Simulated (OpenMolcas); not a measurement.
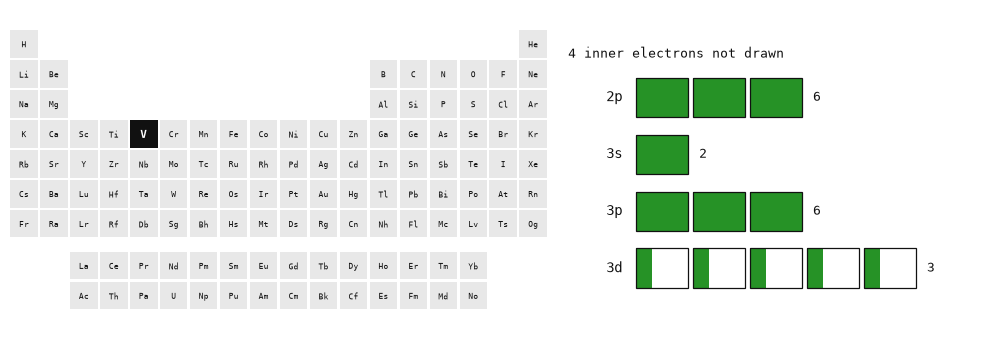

Left, the place of vanadium in the periodic table; right, the outer shells of the leading configuration of the lowest level: a box for each of the 2l + 1 orbitals, shaded by the share of the shell that is filled, with the electron count at the right.

V²⁺ complex: multiconfigurational calculation (part 1 of 2)

- system: V²⁺ with 6 ligands (H2O; octahedron, 2.15 Å), with no charges around it.
- method: state-averaged CASSCF, active space 3 electrons in the shell 3d, basis ANO-RCC-VDZP on the metal and ANO-RCC-VDZP on the ligands, DKH2 scalar Hamiltonian, spin-orbit coupling by RASSI with atomic mean-field integrals (OpenMolcas)

**Results in brief**

| quantity | value |
| --- | --- |
| outcome | converged |
| energy of the lowest spin-free term | −1404.52067 hartree |
| energy of the lowest spin-orbit level | −1404.52070 hartree |
| largest spread among components of a term | 0.0 cm⁻¹ |
| hardware | 1 thread of Arm Neoverse V1, 24 GiB of memory available, shared host |
| wall time | 34 s |
| peak memory | 0.18 GiB |

**Remarks**

Without dynamic correlation the splittings between terms come out too large, often by 20 to 50 %. Caveats: distances are set from ionic radii, not optimised.

**Input**
```
&GATEWAY
Coord
19

V 0.0 0.0 0.0
O 2.150000 0.000000 0.000000
H 2.726978 0.779741 0.000000
H 2.726978 -0.779741 0.000000
O 0.000000 2.150000 0.000000
H 0.000000 2.726978 0.779741
H 0.000000 2.726978 -0.779741
O -2.150000 0.000000 0.000000
H -2.726978 0.779741 0.000000
H -2.726978 -0.779741 0.000000
O 0.000000 -2.150000 0.000000
H 0.000000 -2.726978 0.779741
H 0.000000 -2.726978 -0.779741
O 0.000000 0.000000 2.150000
H 0.779741 0.000000 2.726978
H -0.779741 0.000000 2.726978
O 0.000000 0.000000 -2.150000
H 0.779741 0.000000 -2.726978
H -0.779741 0.000000 -2.726978
Basis=V.ANO-RCC-VDZP,H.ANO-RCC-VDZP,O.ANO-RCC-VDZP
Group=XYZ
NoMove
AngMom=0.0 0.0 0.0
AMFI
RICD
&SEWARD
&RASSCF
FileOrb=start.orb
Symmetry=1
Spin=4
nActEl=3 0 0
Inactive=18 21
Ras2=5 0
CIRoot=10 10 1
SDav=10
CIMx=300
Iter=150 100
PrWF=0.3
OrbListing=Nothing
MaxOrb=0
LevShft=1.0
>>> COPY $Project.JobIph JOB001
&RASSCF
FileOrb=start.orb
Symmetry=1
Spin=2
nActEl=3 0 0
Inactive=18 21
Ras2=5 0
CIRoot=40 40 1
SDav=40
CIMx=300
Iter=150 100
PrWF=0.3
OrbListing=Nothing
MaxOrb=0
LevShft=1.0
>>> COPY $Project.JobIph JOB002
&RASSI
NrOfJobIphs=2 10 40
1 2 3 4 5 6 7 8 9 10
1 2 3 4 5 6 7 8 9 10 11 12 13 14 15 16 17 18 19 20 21 22 23 24 25 26 27
28 29 30 31 32 33 34 35 36 37 38 39 40
IphNames
JOB001
JOB002
EJob
SpinOrbit
DIPRint=1.0
SOCoupling=1000.0
Subsets=2
Property=9
'ANGMOM' 1 'ANGMOM' 2 'ANGMOM' 3 'MLTPL  1' 1 'MLTPL  1' 2 'MLTPL  1' 3
'AMFI' 1 'AMFI' 2 'AMFI' 3
SOProperty=3
'ANGMOM' 1 'ANGMOM' 2 'ANGMOM' 3
```

The file start.orb holds starting orbitals from an earlier step. A driver script formed the levels outside the program, from RASSI's spin-orbit matrix and the active-space energies, averaged over the components of each term or state.

Launched with:
```bash
OMP_NUM_THREADS=1 MOLCAS_MEM=2457 MOLCAS_PROJECT=a pymolcas a.inp > a.log  # once for each step of the input, in one work folder
```

**Log (extracts)**
```
--- SEWARD ---
Basis set label: V.ANO-RCC...5S4P2D1F.

      Electronic valence basis set:
      ------------------
      Associated Effective Charge  23.000000 au
      Associated Actual Charge     23.000000 au
      Nuclear Model: Point charge

      Shell  nPrim  nBasis  Cartesian Spherical Contaminant
         s      21       5        X
         p      15       4        X
         d      10       2                 X
         f       6       1                 X
                  Relativistic Douglas-Kroll-Hess integrals:
                    - DKH order of Hamiltonian: 2
                    - DKH order of Properties : 0
                  Atomic mean-field integrals
--- RASSCF ---
Wave function specifications:
      -----------------------------

      Number of closed shell electrons          78
      Number of electrons in active shells       3
      Max number of holes in RAS1 space          0
      Max nr of electrons in RAS3 space          0
      Number of inactive orbitals               39
      Number of active orbitals                  5
      Number of secondary orbitals             134
      Spin quantum number                      1.5
      State symmetry                             1
Orbital specifications:
      -----------------------

      Symmetry species                           1   2
                                                ag  au
      Frozen orbitals                            0   0
      Inactive orbitals                         18  21
      Active orbitals                            5   0
      RAS1 orbitals                              0   0
      RAS2 orbitals                              5   0
      RAS3 orbitals                              0   0
      Secondary orbitals                        64  70
      Deleted orbitals                           0   0
      Number of basis functions                 87  91
      Number of CSFs                            10
      Number of root(s) required                10
      Iter CI   SX   CI       RASSCF       Energy    max ROT     max BLB   max BLB  Level Ln srch  Step   QN
          iter iter root      energy       change     param      element    value   shift minimum  type update
 Nr of preliminary CI iterations:   1
      Total energies have been shifted. Add                -1000.00 au
        1   1   11    0  -404.34917107    0.00E+00   5.89E-02   13  37 1  2.00E-01*  0.85   0.00    SX    NO
        2   1   10    0  -404.42476505   -7.56E-02*  2.17E-02   13  37 1  7.07E-02*  0.91   0.00    SX    NO
        3   1    9    0  -404.43838088   -1.36E-02*  1.19E-02   13  24 1 -4.24E-02*  0.91   0.00    SX    NO
        4   1    9    0  -404.44208330   -3.70E-03* -7.29E-03   13  24 1 -2.72E-02*  0.92   0.00    SX    NO
        5   1    8    0  -404.44324021   -1.16E-03* -9.40E-03   13  24 1 -1.73E-02*  0.92   2.35    LS   YES
        6   1    8    0  -404.44380880   -5.69E-04* -1.74E-03   13  24 1 -4.54E-03*  0.92   1.05    QN   YES
        7   1    8    0  -404.44384543   -3.66E-05* -1.67E-03   13  24 1 -2.12E-03*  0.92   1.97    LS   YES
        8   1    7    0  -404.44385675   -1.13E-05*  5.22E-04   14  21 1 -8.34E-04*  0.92   0.98    QN   YES
        9   1    7    0  -404.44385993   -3.18E-06*  2.41E-04   13  30 1 -3.59E-04*  0.92   1.46    LS   YES
       10   1    7    0  -404.44386040   -4.79E-07* -1.38E-04   13  37 1  3.35E-04*  0.92   1.06    QN   YES
       11   1    6    0  -404.44386080   -3.92E-07*  7.54E-05   13  37 1  1.05E-04*  0.92   1.55    LS   YES
       12   1    6    0  -404.44386085   -5.62E-08*  2.61E-05   13  63 1 -6.58E-05   0.92   1.00    QN   YES
       13   1    6    0  -404.44386087   -2.22E-08*  1.89E-05   20  22 2 -2.51E-05   0.92   1.74    QN   YES
       14   1    5    0  -404.44386088   -6.99E-09  -3.48E-06   13  63 1  7.98E-06   0.92   1.09    QN   YES
      Convergence after 14 iterations
       15   1    5    0  -404.44386088   -4.76E-10  -3.48E-06   13  30 1  4.95E-06   0.92   1.09    QN   YES
      Natural orbitals and occupation numbers for root  1
      sym 1:   1.000000   1.000000  -0.000000   1.000000   0.000000
      Natural orbitals and occupation numbers for root  2
      sym 1:   1.000000   0.004950   0.995050   0.995050   0.004950
      Natural orbitals and occupation numbers for root  3
      sym 1:   0.978703   1.000000   0.978703   0.021297   0.021297
::    RASSCF root number  1 Total energy:  -1404.52066706
::    RASSCF root number  2 Total energy:  -1404.47305482
::    RASSCF root number  3 Total energy:  -1404.47305482
::    RASSCF root number  4 Total energy:  -1404.47305482
::    RASSCF root number  5 Total energy:  -1404.44244924
::    RASSCF root number  6 Total energy:  -1404.44244924
::    RASSCF root number  7 Total energy:  -1404.44244924
::    RASSCF root number  8 Total energy:  -1404.39047653
::    RASSCF root number  9 Total energy:  -1404.39047653
::    RASSCF root number 10 Total energy:  -1404.39047653
--- RASSCF ---
Wave function specifications:
      -----------------------------

      Number of closed shell electrons          78
      Number of electrons in active shells       3
      Max number of holes in RAS1 space          0
      Max nr of electrons in RAS3 space          0
      Number of inactive orbitals               39
      Number of active orbitals                  5
      Number of secondary orbitals             134
      Spin quantum number                      0.5
      State symmetry                             1
Orbital specifications:
      -----------------------

      Symmetry species                           1   2
                                                ag  au
      Frozen orbitals                            0   0
      Inactive orbitals                         18  21
      Active orbitals                            5   0
      RAS1 orbitals                              0   0
      RAS2 orbitals                              5   0
      RAS3 orbitals                              0   0
      Secondary orbitals                        64  70
      Deleted orbitals                           0   0
      Number of basis functions                 87  91
      Number of CSFs                            40
      Number of root(s) required                40
      Iter CI   SX   CI       RASSCF       Energy    max ROT     max BLB   max BLB  Level Ln srch  Step   QN
          iter iter root      energy       change     param      element    value   shift minimum  type update
 Nr of preliminary CI iterations:   1
      Total energies have been shifted. Add                -1000.00 au
        1   1   10    0  -404.35026452    0.00E+00  -9.57E-03   19  25 1 -9.51E-03*  0.90   0.00    SX    NO
        2   1    9    0  -404.35118914   -9.25E-04*  3.31E-03    9  33 2 -8.33E-03*  0.89   0.00    SX    NO
        3   1    9    0  -404.35139882   -2.10E-04*  1.94E-03    9  33 2 -2.86E-03*  0.88   0.00    SX    NO
        4   1    8    0  -404.35146196   -6.31E-05*  1.02E-03   15  21 1  1.51E-03*  0.88   0.00    SX    NO
        5   1    8    0  -404.35148263   -2.07E-05*  1.38E-03   15  21 1  9.09E-04*  0.88   2.36    LS   YES
        6   1    7    0  -404.35149324   -1.06E-05*  2.80E-04    9  33 2  3.20E-04*  0.88   1.03    QN   YES
        7   1    7    0  -404.35149378   -5.42E-07*  3.09E-04    9  33 2  1.37E-04*  0.88   1.32    QN   YES
        8   1    6    0  -404.35149397   -1.92E-07* -2.50E-05   15  21 1 -2.35E-05   0.88   1.05    QN   YES
        9   1    6    0  -404.35149398   -7.41E-09  -2.43E-05    9  33 2 -1.77E-05   0.88   2.00    QN   YES
      Convergence after  9 iterations
       10   1    6    0  -404.35149398   -3.50E-09  -2.43E-05    9  23 2  3.24E-06   0.88   2.00    QN   YES
      Natural orbitals and occupation numbers for root  1
      sym 1:   0.949378   1.005595   0.049638   0.980640   0.014748
      Natural orbitals and occupation numbers for root  2
      sym 1:   1.007698   0.951481   0.014748   0.976436   0.049638
      Natural orbitals and occupation numbers for root  3
      sym 1:   0.994192   0.986343   0.024519   0.959762   0.035184
::    RASSCF root number  1 Total energy:  -1404.44570452
::    RASSCF root number  2 Total energy:  -1404.44570452
::    RASSCF root number  3 Total energy:  -1404.44184414
::    RASSCF root number  4 Total energy:  -1404.44184414
::    RASSCF root number  5 Total energy:  -1404.44184414
::    RASSCF root number  6 Total energy:  -1404.41637768
::    RASSCF root number  7 Total energy:  -1404.41637768
::    RASSCF root number  8 Total energy:  -1404.41637768
::    RASSCF root number  9 Total energy:  -1404.40952728
::    RASSCF root number 10 Total energy:  -1404.39592748
::    RASSCF root number 11 Total energy:  -1404.39592748
::    RASSCF root number 12 Total energy:  -1404.39592748
::    RASSCF root number 13 Total energy:  -1404.39326032
::    RASSCF root number 14 Total energy:  -1404.39326032
::    RASSCF root number 15 Total energy:  -1404.39326032
::    RASSCF root number 16 Total energy:  -1404.38522920
::    RASSCF root number 17 Total energy:  -1404.38522920
::    RASSCF root number 18 Total energy:  -1404.36870451
::    RASSCF root number 19 Total energy:  -1404.36870451
::    RASSCF root number 20 Total energy:  -1404.36870451
::    RASSCF root number 21 Total energy:  -1404.34502786
::    RASSCF root number 22 Total energy:  -1404.34502786
::    RASSCF root number 23 Total energy:  -1404.34502786
::    RASSCF root number 24 Total energy:  -1404.34375281
::    RASSCF root number 25 Total energy:  -1404.34375281
::    RASSCF root number 26 Total energy:  -1404.34375281
::    RASSCF root number 27 Total energy:  -1404.32563055
::    RASSCF root number 28 Total energy:  -1404.32004003
::    RASSCF root number 29 Total energy:  -1404.32004003
::    RASSCF root number 30 Total energy:  -1404.32004003
```

(Continued in part 2.)
